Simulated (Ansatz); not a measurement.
The starting structures come from a database of crystals and need not be the phases stable at ambient conditions.

 Where the default PAW files enter, the runs use the earlier of Ansatz's two default sets.

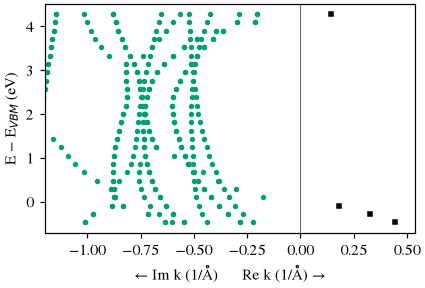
Complex bands at the centre of the two-dimensional zone; r2SCAN in Ansatz (a first-principles code)

The gap is the functional's own. No spin-orbit coupling. Mid-gap values are interpolated on the energy grid.

Task: This is Li$_{2}$TiGeO$_{5}$ (P4/nmm, not sure to be the ambient phase, 18 atoms a cell, 11.2 Å³ an atom, -6 GPa at this level) along the normal of (100). Read off the slowest decay at the centre of the two-dimensional zone at 2.00 eV, the computed energy nearest the middle of the gap.

Result: κ ≈ 0.48 1/Å, a decay length 1/(2κ) of the density of 1.0 Å.
